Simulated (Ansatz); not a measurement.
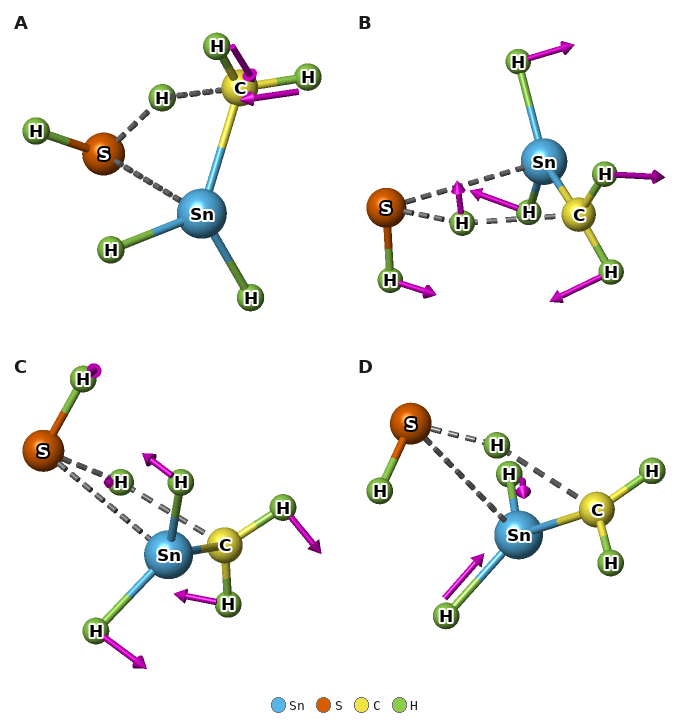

4 normal modes of one molecule or complex, as arrows. Broken sticks mark bonds that form or break. Harmonic vibrations computed with RKS PBE0-D4/def2-TZVP, core potentials on Sn (Ansatz 0.2.0) at a stationary point of the same level. It is a saddle point of order 1.

**Match the panels to the wavenumbers 232 cm⁻¹, 550 cm⁻¹, 1930 cm⁻¹, 3120 cm⁻¹.**

A: 3120 cm⁻¹
B: 232 cm⁻¹
C: 550 cm⁻¹
D: 1930 cm⁻¹
